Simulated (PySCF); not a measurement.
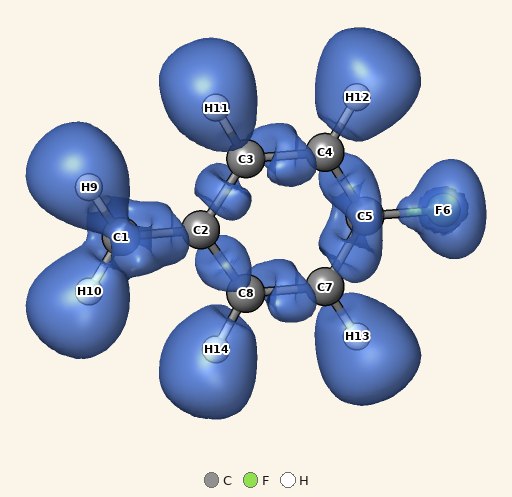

The picture shows: C₇H₆F (charge −1). Isosurface of the electron localisation function at 0.75 (blue), seen at a tilt. Core shells and regions of very low density are left out.

Geometry: PBE0-D3(BJ)/ma-def2-SVP.

The calculation used DFT single point, gas phase, functional wB97X (PySCF).

Input file:

```
{"job": {"kind": "sp", "xc": "wB97X", "basis": "ma-def2-TZVP", "d3": "d3bj", "grid": 2}, "charge": -1, "multiplicity": 1}
C      2.165327    -0.186688    -0.317241
C      0.788073    -0.035663    -0.163700
C     -0.121783    -1.150202    -0.020467
C     -1.491955    -0.995654     0.137299
C     -2.056665     0.278109     0.161838
F     -3.414424     0.428576     0.323046
C     -1.240495     1.399419     0.025812
C      0.130218     1.251503    -0.131980
H      2.626517    -1.178204    -0.335607
H      2.819839     0.683201    -0.422592
H      0.295406    -2.162841    -0.036948
H     -2.140377    -1.871661     0.242810
H     -1.692621     2.396482     0.044801
H      0.747929     2.149984    -0.236339
```

Launched as:

```sh
OMP_NUM_THREADS=1 python redox_run.py task.json out
```

Q: What do the ELF domains correspond to?

A: The ELF exceeds this value in four regions between bonded C–C atoms (shared pairs), four regions around hydrogen nuclei, one region on C in which the atom's valence shell and bonds are merged, one region on F in which the atom's valence shell and bonds are merged and one joined region spread over several atoms (C, H), in which their bonds and any lone pairs are merged. Profiles from the grid: C–F (1.38 Å): the ELF peaks at about 0.85 between the atoms: a polar covalent bond. C–C (1.39 Å): the ELF peaks at about 0.95 between the atoms: localised, covalent bonding.
